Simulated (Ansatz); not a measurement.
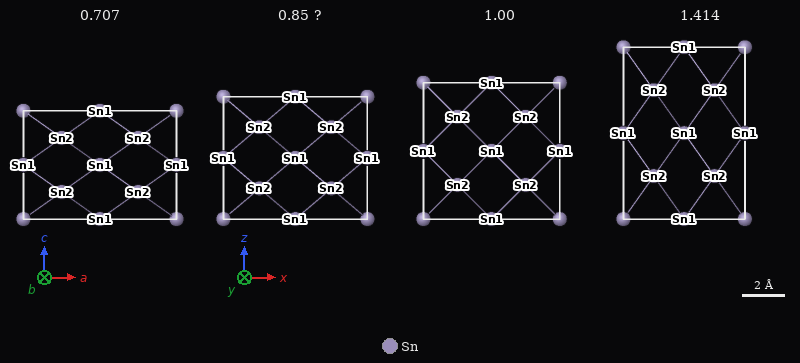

Solid Sn (Fd-3m): the ratio of the cell's length along z to its lengths across, counted as 1 for the reference, is changed at fixed volume (a tetragonal or Bain path), with the atoms kept at their fractional coordinates. x, y and z are the Cartesian axes of the input. Style: ball-and-stick. Shown: the conventional cell (4 times the calculation's cell), along the b axis. Lengths and directions refer to the drawn axes.

Method: Ansatz, DFT r2SCAN, scalar-relativistic, plane waves, PAW. Settings: plane-wave cutoff 500 eV; k-point mesh 18 × 18 × 18; occupations gaussian; smearing width 0.15 eV; no spin polarisation. Energies (free energies at the smearing named) are counted from the relaxed crystal.

```tsv
axial ratio over its reference value	E − E(ref) (meV/atom)
0.707	179
0.780	111
0.850	?
1.000	0
1.200	100
1.414	321
```

Question: One row is withheld. What is its energy?

Answer: A straight line between the two neighbours gives 76 meV/atom. A cubic through the four nearest rows (0.707, 0.780, 1.000, 1.200) gives, with Lagrange weights, (−0.3485)(179) + (1.1130)(111) + (0.2718)(0) + (−0.0363)(100) = 58 meV/atom. The calculation gives 56 meV/atom, so the cubic is 2 meV/atom too high and the straight line 20 meV/atom too high, as the curve bends upwards here.

The whole profile:

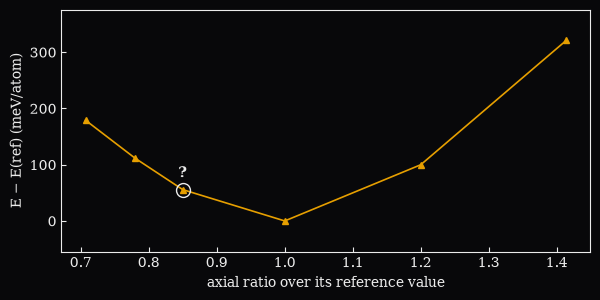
